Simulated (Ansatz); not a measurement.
A series of calculations on BNH$_{4}$ClF

## 1. Relaxation

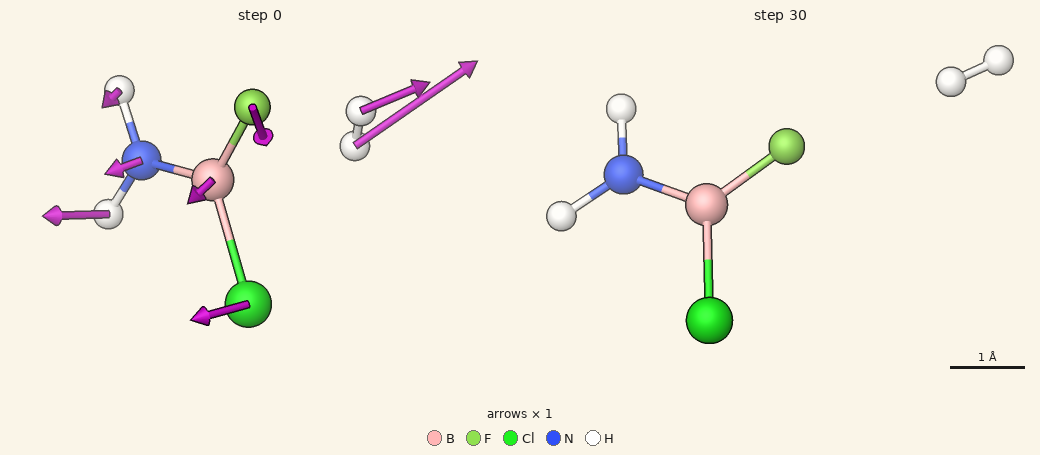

The structure of BNH₄ClF before (left) and after (right) a relaxation, at one scale. The purple arrows give the displacements, at their true length.

Style: ball-and-stick. Shown at a tilt.

The run prepares an end point of a later path (reaction) calculation, from a guessed geometry.

Theory: Ansatz 0.2.0, RKS BLYP/def2-SVP. Set-up: no spin polarisation; force threshold 0.03 eV/Å; at most 50 steps.

> Describe what moved and what it gained.

After 28 accepted moves (30 points after the start) the energy has fallen by 5.61 kcal/mol. The largest force component goes from 1.5 to 0.018 eV/Å. The line search rejected the trial steps at points 18, 25 of the run. The forces were under the threshold at step 23, but the run went on from there. An H atom moves most after the best rigid fit: 2.05 Å. By element the largest moves are H 2.05 Å, F 0.97 Å, Cl 0.90 Å, N 0.56 Å, B 0.51 Å. Some distances before and after: H–H 0.719 → 0.767 Å, B–F 1.335 → 1.347 Å, B–Cl 1.795 → 1.791 Å. The run took 82 s on 1 thread of Arm Neoverse V1, with other jobs on the host, peak memory 0.14 GiB.

## 2. Relaxation

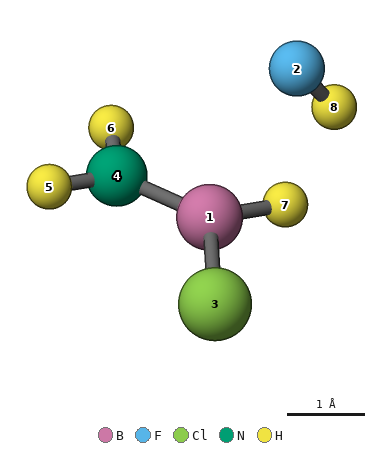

BNH4ClF, before the relaxation. A ball-and-stick model, seen at a tilt.

The run prepares an end point of a later path (reaction) calculation, from a guessed geometry.

The calculation used Ansatz, RKS BLYP/def2-SVP.

The input:
```yaml
crystal:
  periodic: [false, false, false]
  atoms:
    - { symbol: B, position_ang: [-0.015955, 0.473551, -0.450283] }
    - { symbol: F, position_ang: [-0.115249, 0.174619, 2.06074] }
    - { symbol: Cl, position_ang: [1.421108, -0.552048, -0.734321] }
    - { symbol: "N", position_ang: [-1.283376, 0.069893, -0.873196] }
    - { symbol: H, position_ang: [-1.474265, -0.850937, -1.275073] }
    - { symbol: H, position_ang: [-2.116335, 0.647632, -0.747731] }
    - { symbol: H, position_ang: [0.147647, 1.587531, -0.03171] }
    - { symbol: H, position_ang: [0.221725, 0.975258, 1.720775] }
basis:
  gaussian: { orbitals: def2-SVP }
hamiltonian:
  xc: blyp
relax:
  f_tol: 0.03
  max_steps: 50
output:
  orbitals: {}
```

Launched with:
```bash
ansatz run input.yaml --threads 1 --pin off --max-ram 2048MiB --backend cpu --events-out ev --progress --plain --runs-dir out
```

What does the optimiser find from here?

Over 8 accepted moves (9 points after the start) the energy falls by 1.83 kcal/mol. The largest force component goes from 0.49 to 0.021 eV/Å. The line search rejected the trial step at point 2 of the run. F2 moves most after the best rigid fit: 0.35 Å. Largest moves by element: F 0.35 Å, Cl 0.20 Å, H 0.14 Å, B 0.09 Å, N 0.03 Å. Some distances before and after: B1–H7 1.201 → 1.218 Å, F2–H8 0.933 → 0.943 Å, B1–Cl3 1.788 → 1.781 Å. Cost: 31 s on 1 thread of Arm Neoverse V1, with other jobs on the host, peak memory 0.14 GiB.

History of the run:

```tsv
step	E − E(0), kcal/mol	largest force component, eV/Å	note
0	0.00	0.4935	
1	-1.09	0.9124	
2	-0.94	1.3243	rejected
3	-1.32	0.7488	
4	-1.35	0.9271	
5	-1.62	0.1949	
6	-1.77	0.2733	
7	-1.79	0.0837	
8	-1.83	0.0587	
9	-1.83	0.0205
```

The structure at the end:

```xyz
8

B     0.0192    0.4288   -0.5212
F    -0.1382    0.3640    2.3571
Cl    1.4437   -0.5588   -0.9325
N    -1.2692    0.0575   -0.9001
H    -1.4809   -0.8115   -1.3948
H    -2.0924    0.6086   -0.6523
H     0.1995    1.4868    0.0540
H     0.1036    0.9502    1.6590
```

The end point in the same view:

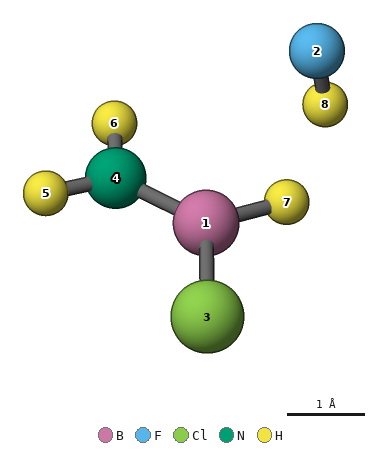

## 3. Path

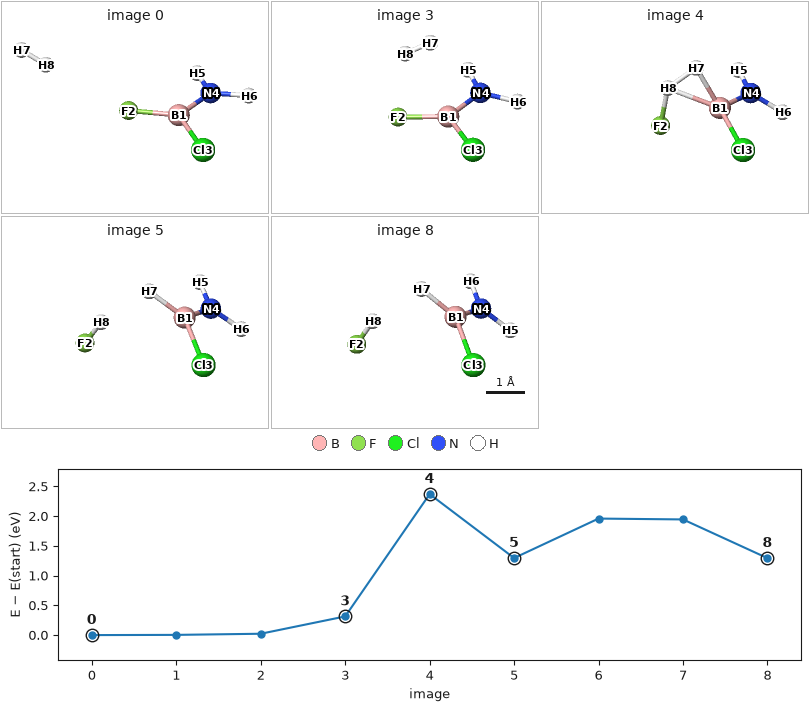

A nudged-elastic-band calculation for BNH$_{4}$ClF, made up at the start of BNH$_{2}$ClF and H₂. Images are numbered from 0 (start) to 8 (end). The picture is a ball-and-stick view, seen from a free direction.

Computed with Ansatz, RKS BLYP/def2-SVP. Settings: 7 movable images; climbing image; force threshold 0.05 eV/Å; iteration limit 60; starting path through a guess of the saddle point.

Describe the mechanism and the energy profile.

Answer. The path has more than one stage, and so few images may leave a stage unresolved. Breaking: B1–F2 (1.35 → 1.71 at the top → 2.88 Å), H7–H8 (0.77 → 1.02 at the top → 1.70 Å). Forming: B1–H7 (4.56 → 1.38 at the top → 1.22 Å), F2–H8 (2.55 → 1.20 at the top → 0.94 Å). Forward barrier 2.37 eV, backward barrier 1.08 eV, with image 4 at the top; the reaction energy is +1.29 eV. The profile has 2 maxima (images 4, 6) with a dip at image 5 (+1.30 eV), so the process runs in steps. The band converged in 26 iterations. The largest component of the band force went from 35 to 0.031 eV/Å. The climbing image converged on the top of the path. Its vibrational analysis gives one imaginary mode (1060i cm⁻¹), as a transition state must have.

Limits of the set-up: the start holds two separate molecules, 2.6 Å apart at their closest, whose relative position is a soft coordinate and is computed without a dispersion correction.
